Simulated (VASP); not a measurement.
Band structure of SrPrVO$_{4}$ (space group I4mm). Method: PBEsol GGA, VASP's PBE PAW potentials (set 64) (plane waves; VASP 6.6.1).

The 4f electrons are frozen in the core of the lanthanide potential, so 4f levels, which can set the real gap, and their magnetism are missing.  The run has a spin-polarised start.

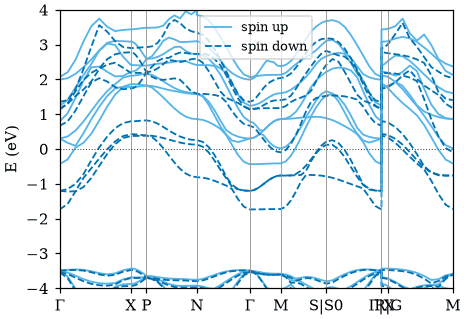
Bands along high-symmetry lines, zero at the valence-band maximum or, without a gap, the Fermi level

**Question.** Read the plot: is there a gap, and where are the band edges?

**Answer.** It has no gap at this level: it comes out as a metal or semimetal. (Edges off the drawn lines would not show.)

The structure comes from a computed database's SrPrVO4 entry (I4mm); how it stands against other phases isn't given here. It was relaxed first, which changed the volume by -6 %.
